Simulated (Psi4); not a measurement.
**CH6ClNSi (SMILES C[SiH](N)Cl): SVWN5/6-31G(d) (spherical functions)**

Aim: the energy change on altering one bond length of CH6ClNSi at SVWN5/6-31G* (spherical functions), from 2 runs. 

The calculation is run with Psi4 1.11.

4 further runs of the same task are left out: 3 that didn't finish, 1 set aside as unsound or not needed.

### 1 The system as given

CH6ClNSi has 10 atoms, charge 0, and is taken as a singlet. SMILES: `C[SiH](N)Cl`. The coordinates come from a PBE0-D4/def2-TZVP relaxation. This is one conformer, not always the lowest.

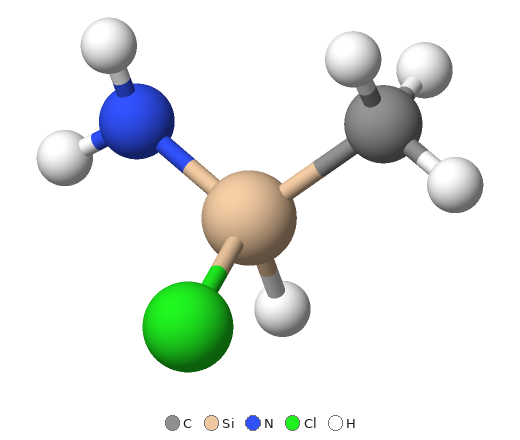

The structure, seen from a chosen angle (carbon grey, silicon light orange, nitrogen blue, chlorine green, hydrogen white).

### 2 Energy and gradient at SVWN5/6-31G(d) (spherical functions)

Input file ch6clnsi.in:

```
memory 2.2 GB

molecule mol {
  0 1
  C
  Si 1 r2
  N 2 r3 1 a3
  Cl 2 r4 3 a4 1 d4
  H 1 r5 2 a5 3 d5
  H 1 r6 5 a6 2 d6
  H 1 r7 5 a7 6 d7
  H 2 r8 3 a8 1 d8
  H 3 r9 2 a9 8 d9
  H 3 r10 9 a10 2 d10

  r2 = 1.853322
  r3 = 1.705619
  a3 = 109.95816
  r4 = 2.081445
  a4 = 113.79106
  d4 = 119.85453
  r5 = 1.091652
  a5 = 110.57459
  d5 = 179.02835
  r6 = 1.092475
  a6 = 108.83053
  d6 = -121.4514
  r7 = 1.093024
  a7 = 107.77048
  d7 = -117.51857
  r8 = 1.48041
  a8 = 107.3628
  d8 = -124.47089
  r9 = 1.008118
  a9 = 119.99564
  d9 = -172.26504
  r10 = 1.007765
  a10 = 110.69773
  d10 = 146.08013
  symmetry c1
  no_reorient
  no_com
}

set basis 6-31G*
set puream true
set e_convergence 1e-09
set d_convergence 1e-08
set scf_type pk
set dft_radial_points 99
set dft_spherical_points 590

gradient("scf", dft_functional={"name": "SVWN5", "x_functionals": {"LDA_X": {}}, "c_functionals": {"LDA_C_VWN": {}}})
print_variables()
```

Started as:

```sh
$ psi4 -n 1 ch6clnsi.in ch6clnsi.out
```

ch6clnsi.out:

```text
[...]
  Running in c1 symmetry.
[...]
  Nuclear repulsion =  222.146025130355298
[...]
  Multiplicity = 1
[...]
  Nalpha       = 25
  Nbeta        = 25
[...]
    Number of basis functions: 76
[...]
   @RKS iter   1:  -842.12833112583655    2.31234e-01   1.44409e-02 ADIIS/DIIS
[...]
   @RKS iter  13:  -842.70705400812847   -1.36424e-12   1.49181e-09 DIIS
[...]
    Orbital Energies [Eh]
    ---------------------
    Doubly Occupied:
       1A   -100.261923     2A    -65.132134     3A    -13.849167
       4A     -9.762361     5A     -9.107545     6A     -6.965074
       7A     -6.958754     8A     -6.958539     9A     -5.040202
      10A     -3.483340    11A     -3.480740    12A     -3.479493
      13A     -0.780525    14A     -0.729235    15A     -0.633189
      16A     -0.475058    17A     -0.454227    18A     -0.383874
      19A     -0.373427    20A     -0.348723    21A     -0.322935
      22A     -0.309853    23A     -0.272304    24A     -0.256629
      25A     -0.229799
[...]
  @RKS Final Energy:  -842.70705400812847
   => Energetics <=
    Nuclear Repulsion Energy =            222.1460251303552980
    One-Electron Energy =               -1608.6143246666918003
    Two-Electron Energy =                 604.0641257453446542
    DFT Exchange-Correlation Energy =     -60.3028802171366536
    Empirical Dispersion Energy =           0.0000000000000000
    VV10 Nonlocal Energy =                  0.0000000000000000
    Total Energy =                       -842.7070540081284662
[...]
 Multipole Moments:
 ------------------------------------------------------------------------------------
     Multipole            Electronic (a.u.)      Nuclear  (a.u.)        Total (a.u.)
 ------------------------------------------------------------------------------------
 L = 1.  Multiply by 2.5417464519 to convert [e a0] to [Debye]
 Dipole X            :         -4.6828243            4.9843672            0.3015429
 Dipole Y            :          3.9525574           -4.8210551           -0.8684976
 Dipole Z            :          4.5205728           -4.7618775           -0.2413047
 Magnitude           :                                                    0.9504968
[...]
  -Total Gradient:
     Atom            X                  Y                   Z
    ------   -----------------  -----------------  -----------------
       1        0.000227475832     0.000426741412    -0.008072776037
       2        0.001673046622     0.000450659543     0.003937939116
       3       -0.006068437088    -0.005869647837     0.005613910467
       4        0.002892100175    -0.002346130358    -0.000620676081
       5        0.000310006750    -0.007465124181     0.002832970698
       6       -0.006434735595     0.003643184901     0.002500158416
       7        0.006418066182     0.003635651318     0.002953942044
       8       -0.004391175890    -0.002114578110    -0.002530742962
       9        0.008156362002     0.008135347644     0.005872042284
      10       -0.002783324210     0.001508604844    -0.012487154629
[...]
```

Wall time 12 s (1 thread of Intel Xeon 6975P-C (Granite Rapids), shared host); peak memory 0.56 GiB.

### 3 The distorted shape at the same level

Input file ch6clnsi.xyz:

```xyz
10
CH6ClNSi
C     -1.021887     1.073549    -0.155457
Si    -0.153187    -0.524351     0.200743
N      1.103213    -0.265951     1.324943
Cl     0.594900    -1.392500    -1.900800
H     -1.817587     0.922749    -0.887457
H     -1.457087     1.482949     0.759143
H     -0.324487     1.807549    -0.567257
H     -1.034087    -1.576251     0.756743
H      1.749913     0.495849     1.191743
H      1.565113    -1.055451     1.747943
```

Input file job.py:

```python
import psi4

psi4.set_memory(2200000000)
psi4.set_num_threads(1)
psi4.core.set_output_file('output.dat', False)

with open('ch6clnsi.xyz') as f:
    atoms = ''.join(f.readlines()[2:])
mol = psi4.geometry('0 1\n' + atoms + 'symmetry c1\nno_reorient\nno_com')

options = {'basis': '6-31G*', 'reference': 'rks', 'puream': True, 'e_convergence': 1e-09, 'd_convergence': 1e-08, 'scf_type': 'pk', 'dft_radial_points': 99, 'dft_spherical_points': 590}
psi4.set_options(options)

energy_value, wavefunction = psi4.gradient("scf", dft_functional={"name": "SVWN5", "x_functionals": {"LDA_X": {}}, "c_functionals": {"LDA_C_VWN": {}}}, molecule=mol, return_wfn=True)
psi4.oeprop(wavefunction, "QUADRUPOLE", "MAYER_INDICES", "WIBERG_LOWDIN_INDICES")
print('gradient / Eh bohr^-1')
print(energy_value.np.round(6))
print(f'energy = {wavefunction.energy():.10f} Eh')
```

Started as:

```sh
$ python job.py
```

output.dat, shortened:

```text
[...]
  Running in c1 symmetry.
[...]
  Nuclear repulsion =  210.288818347576694
[...]
  Multiplicity = 1
[...]
  Nalpha       = 25
  Nbeta        = 25
[...]
    Number of basis functions: 76
[...]
   @RKS iter   1:  -842.12909193956716    5.15965e-02   1.42519e-02 DIIS/ADIIS
[...]
   @RKS iter  13:  -842.69020083211285   -1.36424e-12   1.80887e-09 DIIS
[...]
    Orbital Energies [Eh]
    ---------------------
    Doubly Occupied:
       1A   -100.245728     2A    -65.151589     3A    -13.867161
       4A     -9.774818     5A     -9.087166     6A     -6.945688
       7A     -6.938602     8A     -6.938451     9A     -5.057694
      10A     -3.501074    11A     -3.498327    12A     -3.496971
      13A     -0.793961    14A     -0.686780    15A     -0.644390
      16A     -0.485940    17A     -0.467929    18A     -0.387409
      19A     -0.381367    20A     -0.352537    21A     -0.310018
      22A     -0.308107    23A     -0.253368    24A     -0.240602
      25A     -0.237099
[...]
  @RKS Final Energy:  -842.69020083211285
   => Energetics <=
    Nuclear Repulsion Energy =            210.2888183475766937
    One-Electron Energy =               -1584.9113610393796989
    Two-Electron Energy =                 592.1583086531732079
    DFT Exchange-Correlation Energy =     -60.2259667934829253
    Empirical Dispersion Energy =           0.0000000000000000
    VV10 Nonlocal Energy =                  0.0000000000000000
    Total Energy =                       -842.6902008321128505
[...]
  -Total Gradient:
     Atom            X                  Y                   Z
    ------   -----------------  -----------------  -----------------
       1       -0.005958304920     0.007433532605     0.002923293814
       2       -0.013075278231     0.009247181015     0.035153033607
       3        0.012031354028     0.000601523094     0.004377494050
       4        0.015465225878    -0.017680811166    -0.041380922260
       5        0.005435238542     0.001076316731     0.005636160034
       6        0.002576021796    -0.001446600159    -0.007545229804
       7       -0.004555759913    -0.005326001681     0.003236673764
       8        0.001333050284     0.005597924129     0.000566202858
       9       -0.007859448444    -0.010681035679     0.002482373941
      10       -0.005397753434     0.011176108035    -0.005443065157
[...]
 Multipole Moments:
[...]
```

Standard output:

```text
gradient / Eh bohr^-1
[[-0.005958  0.007434  0.002923]
 [-0.013075  0.009247  0.035153]
 [ 0.012031  0.000602  0.004377]
 [ 0.015465 -0.017681 -0.041381]
 [ 0.005435  0.001076  0.005636]
 [ 0.002576 -0.001447 -0.007545]
 [-0.004556 -0.005326  0.003237]
 [ 0.001333  0.005598  0.000566]
 [-0.007859 -0.010681  0.002482]
 [-0.005398  0.011176 -0.005443]]
energy = -842.6902008321 Eh
```

It took 11 s on 1 thread of Intel Xeon 6975P-C (Granite Rapids), shared host; peak memory 0.55 GiB.

### 4 Results

Level: SVWN5/6-31G* (spherical functions).

| quantity | value |
| --- | --- |
| first shape: total energy | -842.70705 Eh |
| first shape: dipole moment | 2.42 D |
| first shape: HOMO energy | -6.25 eV |
| first shape: LUMO energy | 0.42 eV |
| first shape: HOMO–LUMO gap | 6.67 eV |
| first shape: largest force on an atom | 0.665 eV/Å |
| distorted shape: total energy | -842.69020 Eh |
| distorted shape: dipole moment | 3.97 D |
| distorted shape: HOMO energy | -6.45 eV |
| distorted shape: LUMO energy | -0.99 eV |
| distorted shape: HOMO–LUMO gap | 5.46 eV |
| distorted shape: largest force on an atom | 2.447 eV/Å |
| energy change with the Si2–Cl4 bond stretched from 2.081 to 2.394 Å | 0.459 eV |

What this shows: With the Si2–Cl4 bond stretched from 2.081 to 2.394 Å the energy rises by 0.46 eV (44.2 kJ/mol). The first shape isn't relaxed at this level, so the change isn't measured from a minimum. The largest force (first shape) is 0.66 eV/Å: the shape isn't a stationary point for this species at this level.
